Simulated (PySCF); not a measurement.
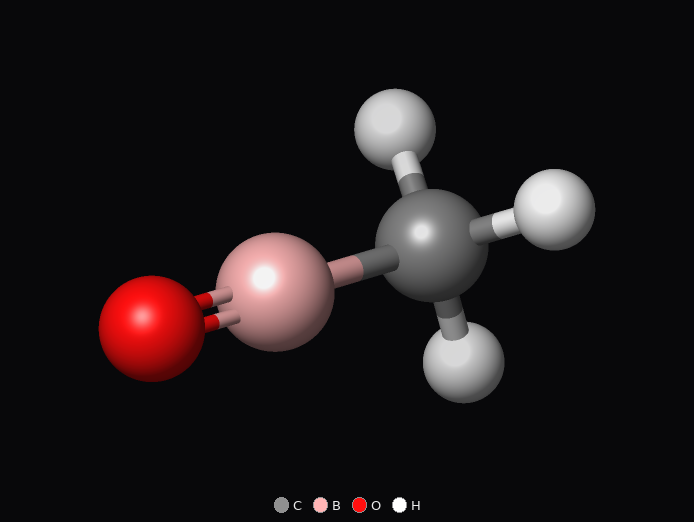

Ball-and-stick drawing of a structure.

The geometry was computed by an optimisation with PBE0-D3(BJ)/def2-SVP. No frequency run is at hand to confirm it as a minimum.

Identify the structure.

It has 6 atoms: 1 carbon, 3 hydrogen, 1 boron and 1 oxygen (CH3BO). As SMILES it reads `CB=O`. It has no ring. This geometry has C3v symmetry. Coordination: 1 C tetrahedral; 1 B linear.

More results for the same structure follow; atom numbers are the same in all pictures, views and colours differ.

Shape

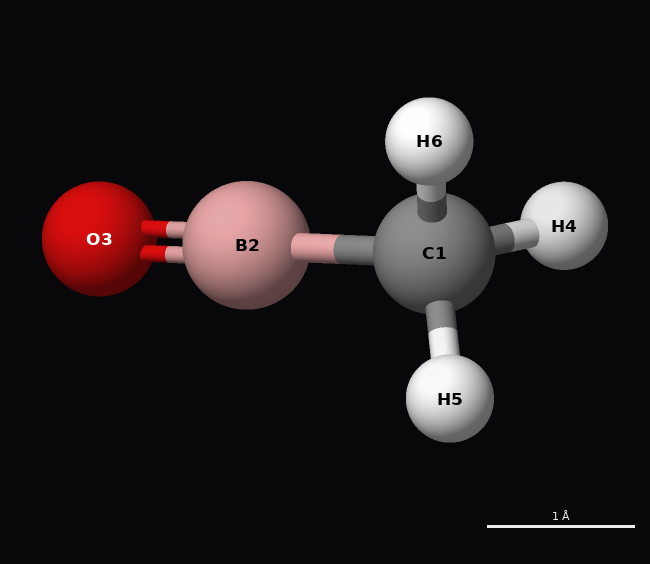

Numbered structure. No frequency run is at hand to confirm it as a minimum.

Give these bond angles: B2–C1–H4, H4–C1–H5, C1–B2–O3.

| angle | degrees |
| --- | --- |
| B2–C1–H4 | 110.4 |
| H4–C1–H5 | 108.5 |
| C1–B2–O3 | 180.0 |

Polarisability

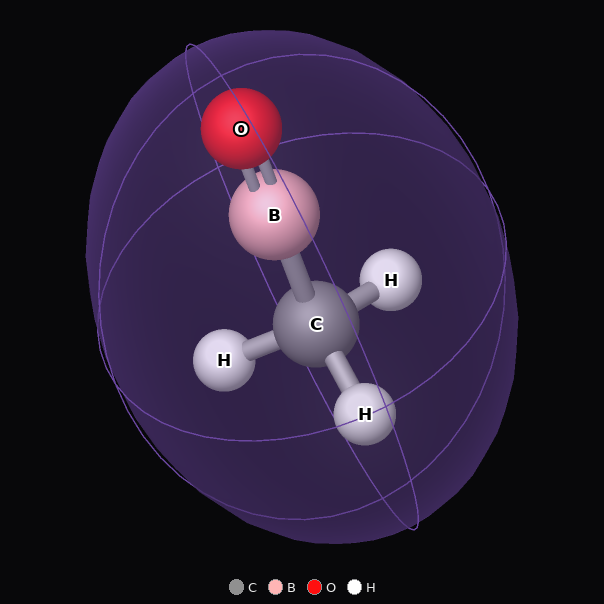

The ellipsoid shows the static dipole polarisability: its half-axes are proportional to the principal values. No frequency run is at hand to confirm it as a minimum. Level of theory: CAM-B3LYP/def2-SVPD (PySCF 2.14.0).

**How large and how anisotropic is the polarisability?**

Principal values 24.6, 24.6, 35.8 bohr³; mean 28.4 bohr³ (4.20 Å³); anisotropy 11.2 bohr³, so the longest axis is 1.45 times the shortest.

Core levels

No frequency run is at hand to confirm it as a minimum. Method: delta-SCF UKS SCAN, pcX-2 on the ionised atom, pcseg-1 elsewhere, spin-free X2C (PySCF 2.14.0).

Give the core-electron binding energies (to vacuum) of C1 1s, B2 1s, O3 1s.

```
atom  level  binding energy (eV)
  C1     1s                291.9
  B2     1s                197.6
  O3     1s                537.9
```

Quadrupole coupling

No frequency run is at hand to confirm it as a minimum. Electric field gradients from the ground-state density, PBE0/pcSseg-1 (PySCF 2.14.0), non-relativistic apart from any core potentials.

Give the largest field-gradient component, the quadrupole coupling constant and the asymmetry for 11B at B2 (Q = 40.59 mb), 17O at O3 (Q = −25.6 mb).

```csv
atom,V_zz (a.u.),e²qQ/h (MHz),η
B2,−0.445,−4.24,0.00
O3,−0.500,3.01,0.00
```

Spin–spin coupling

No frequency run is at hand to confirm it as a minimum. Method: B3LYP/pcJ-1 indirect spin-spin coupling, non-relativistic, gas phase (PySCF 2.14.0). Isotopes: 11B, 13C, 1H, 17O.

Give the spin–spin coupling constants of these pairs, with the number of bonds between them: C1/H4, C1/H6, B2/H6, H4/H5, O3/H4.

```tsv
pair	bonds apart	J (Hz)
C1, H4	1	133.9
C1, H6	1	133.9
B2, H6	2	−9.2
H4, H5	2	−16.9
O3, H4	3	−1.4
```
